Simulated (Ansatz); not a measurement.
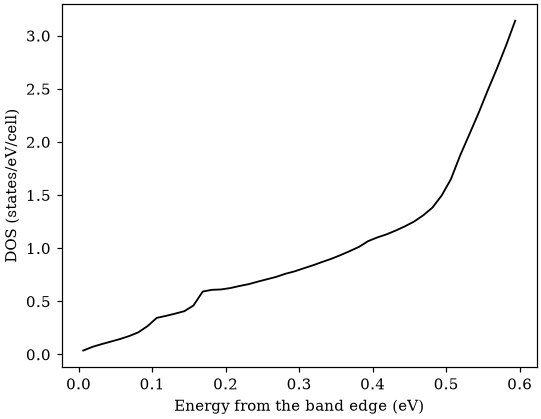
Density of states of SnS (Pnma) below the valence band maximum, PBEsol, rigid bands run with Ansatz (a program for electronic structure); cell volume 187.2 Å³.

What effective density of states at 300 K does this give (∫ g(E) exp(−E/k_BT) dE, both spins, divided by the cell's size)?

1.2e19 cm⁻³, a density-of-states mass of 0.60 mₑ, valleys and band degeneracy included.

Spin-orbit coupling is left out; where it splits the top of the valence band, N_v and the p-type Seebeck coefficient come out somewhat high without it. Geometry: cell and atoms relaxed with PBEsol.
